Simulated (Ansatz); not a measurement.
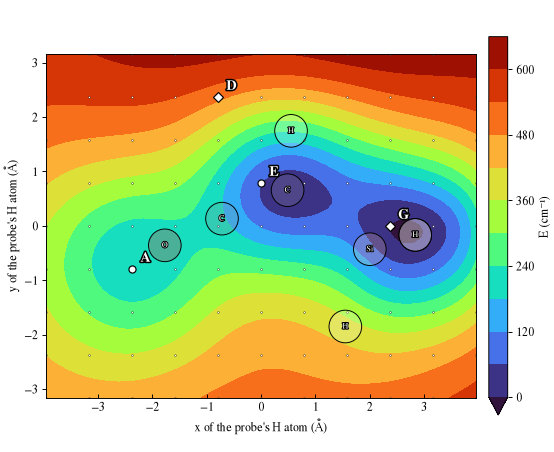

C₂H₄OSi (SMILES O=C=C[SiH3]) with the probe HF. 
- The probe is moved over a plane parallel to the molecule's main plane, 3.31 Å above it.
- First axis: x of the probe's H atom. Second axis: y of the probe's H atom.
- Nothing is relaxed (molecule and probe rigid, the probe upright with H nearest the plane).
- Grid: 11 × 9 points.
- Energies are in cm⁻¹, from the lowest grid point.
- Computed with RKS PBE0-D4/def2-SVPD (Ansatz 0.2.0).

The picture shows filled contours, dots at the grid points, labelled circles for the molecule's atoms, projected on the plane, lettered points. Between grid points the surface is interpolated.

> What kind of point is each of A, D, G: minimum, saddle, maximum or slope?

A: minimum; D: on a slope; G: minimum. (In these two coordinates alone; a stationary point may lie a little off the grid point.)

> Rank the lettered points by energy, lowest first.

G (0 cm⁻¹), E (62 cm⁻¹), A (194 cm⁻¹), D (494 cm⁻¹).
